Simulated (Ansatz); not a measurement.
# RbZr$_{2}$P$_{3}$: what the fields show

The calculation's input:

```
crystal:
  lattice:
    - [3.0773980249, -6.2027997708, 0.0456390969]
    - [3.1106320713, 6.2196299008, -0.0125278003]
    - [0.0371954893, -0.0330898071, 6.9034639124]
  atoms:
    - { symbol: Rb, position: [0.4606090644, 0.4693828375, -0.0084104524] }
    - { symbol: Zr, position: [-0.0019556343, 0.5086392461, 0.2823876717] }
    - { symbol: Zr, position: [0.471883181, -0.0166660478, 0.2417404254] }
    - { symbol: P, position: [0.1652618947, 0.8324639185, 0.0020084343] }
    - { symbol: P, position: [0.8405734503, 0.1329238351, 0.0057372924] }
    - { symbol: P, position: [0.0177886269, 0.0186066279, 0.2357691041] }
    - { symbol: Rb, position: [0.5040275196, 0.4781930941, 0.5227332903] }
    - { symbol: Zr, position: [0.0115535637, 0.5200536625, 0.7395248415] }
    - { symbol: Zr, position: [0.4919798512, -0.028283651, 0.7327191123] }
    - { symbol: P, position: [0.1572190434, 0.8467298558, 0.4959230011] }
    - { symbol: P, position: [0.8507339338, 0.1696519173, 0.5081800023] }
    - { symbol: P, position: [-0.0261389722, 0.0138073282, 0.7646805602] }
kpoints:
  mp_grid: { grid: [4, 4, 4] }
hamiltonian:
  xc: pbesol
scf:
  occupations: { method: fermi_dirac, width: 0.05 }
relax:
  f_tol: 0.01
  cell: {}
  max_steps: 120
output:
  write_density: true
  write_potential: true
  elf: true
  volumetric_format: npy
```

Below, planes, directions and counts refer to the conventional cell (a = 6.05 Å, b = 13.65 Å, c = 7.00 Å, α = 90.02°, β = 90.00°, γ = 90.00°).

The fields are those of the relaxed geometry.

Space group Cmcm; a structure from a database of computed crystals, not necessarily the ambient phase; started from the CeAl2Cu3-65 prototype, which need not be the ambient phase; changed on purpose from its base cell (shaken).

These are results of Ansatz, DFT, PBEsol, plane waves, PAW, not measurements.

In a PAW calculation such maps are meaningful between the atoms, not at the nuclei.

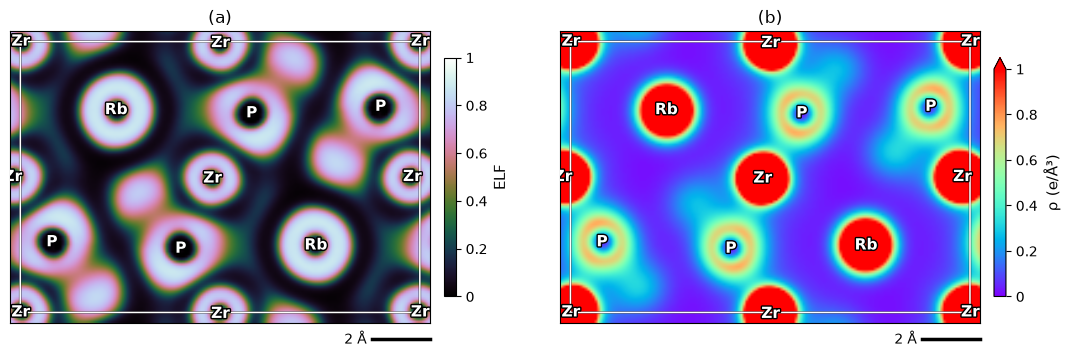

Figure 1. (a) ELF; (b) valence pseudo-density on the (101) plane of the conventional cell.

**Describe what can be read from this map.**

- The section cuts through Rb, Zr and P sites.
- Zr–P (2.61 Å): the density is about 0.37 e/Å³ at the midpoint; the ELF peaks at about 0.80 in the valence shell of P, 0.8 Å from its nucleus, and is about 0.30 at the midpoint.
- Between the atoms the lowest density in this plane is 0.02 e/Å³.
- The features right at Rb and Zr lie inside the PAW spheres, where the map follows smoothed inner orbitals and isn't to be read closely.

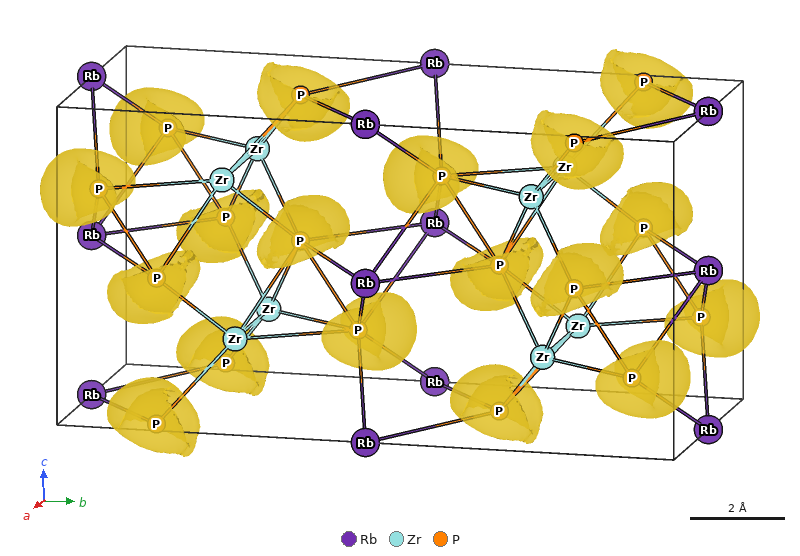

Figure 2. Isosurface of the ELF at 0.8 (yellow), seen slightly off an axis. Core shells and regions of very low density are left out. Sticks mark near contacts.

**Where are the electrons localised?**

The ELF exceeds this value in twelve regions wrapped around P (the valence shell of each), counted in one cell of 24 atoms. Any copies at cell faces, edges or corners count once. Along the contacts the grid gives the following. P–P (2.29 Å): the ELF peaks at about 0.75 between the atoms.
